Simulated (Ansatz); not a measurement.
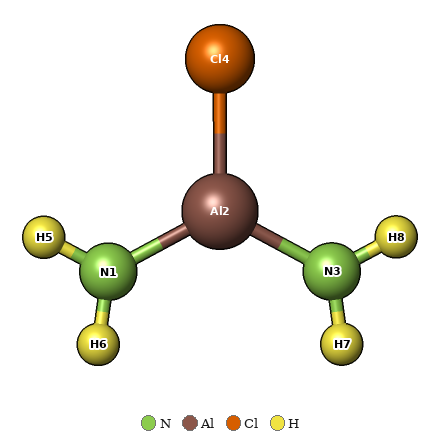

Two computed energy maps of AlClH₄N₂, SMILES [NH2][Al]([NH2])[Cl]. The picture above is the structure of the first map.

Map 1

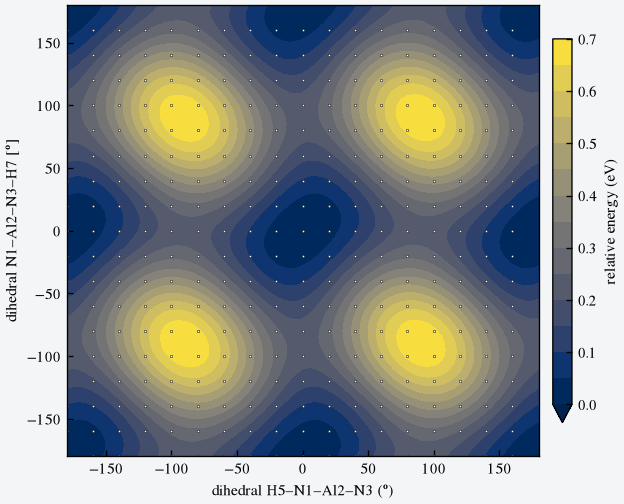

AlClH₄N₂, SMILES [NH2][Al]([NH2])[Cl]. 
- Coordinates scanned: (1) dihedral H5–N1–Al2–N3; (2) dihedral N1–Al2–N3–H7.
- Nothing is relaxed (all other coordinates rigid).
- The scan uses an 18 × 18 grid; 98 points were computed and 226 follow by symmetry.
- Points are written as (first, second).
- Energies: eV, counted from the lowest grid point.
- Theory: Ansatz, RKS CAM-B3LYP-D4/def2-SVP.

Drawn: filled contours, dots at the grid points. Between grid points the surface is interpolated.

Map 2

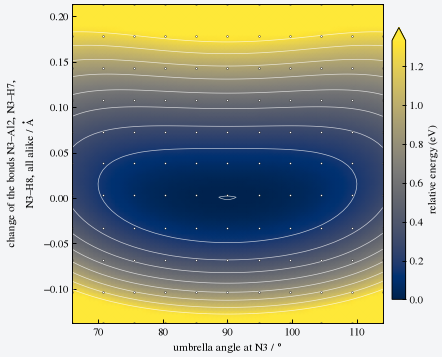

AlClH₄N₂, SMILES [NH2][Al]([NH2])[Cl]. First axis: umbrella angle at N3 (between each of its bonds and their common axis; 90 is planar). Second axis: change of the bonds N3–Al2, N3–H7, N3–H8, all alike. Nothing is relaxed (all other coordinates rigid). Grid: 11 × 11 points; 66 points were computed and 55 follow by symmetry. Points are written as (first, second). All energies are given in eV relative to the lowest grid point. The calculation used Ansatz, RKS PBE0-D4/def2-TZVP.

The picture shows a smooth colour map with a few white contour lines, dots at the grid points, one colour for all values above the top of the scale. Between grid points the surface is interpolated.

Q: What does each map show?

A: Map 1: The lowest grid point is at (−180°, 0°); the map holds 3 wells of about this depth. A higher local minimum lies near (0°, −180°) (0.0043 eV above the lowest at that grid point). The highest grid point, (−80°, −100°), lies 0.677 eV above the lowest. On the interpolated surface the easiest way out of the lowest well to a well of about the same depth near (−180°, −180°) passes a barrier of about 0.23 eV. Round the minimum the valley is somewhat tilted: raising dihedral H5–N1–Al2–N3 shifts the best value of dihedral N1–Al2–N3–H7 upwards (coupling k₁₂/√(k₁₁k₂₂) about −0.4).
Map 2: The lowest grid point is at (90.0°, 0.003 Å). It is the only kind of minimum in the scanned range. The highest grid point, (66.0°, −0.138 Å), lies 2.15 eV above the lowest. Round the minimum the two coordinates are nearly uncoupled.

Q: Maps 1, 2 start from a relaxed reference structure. Do they show a way to lower its energy?

A: No. In each of them the reference is the lowest point, within the accuracy of the grid, so it is stable against the distortions scanned (other distortions weren't tried).
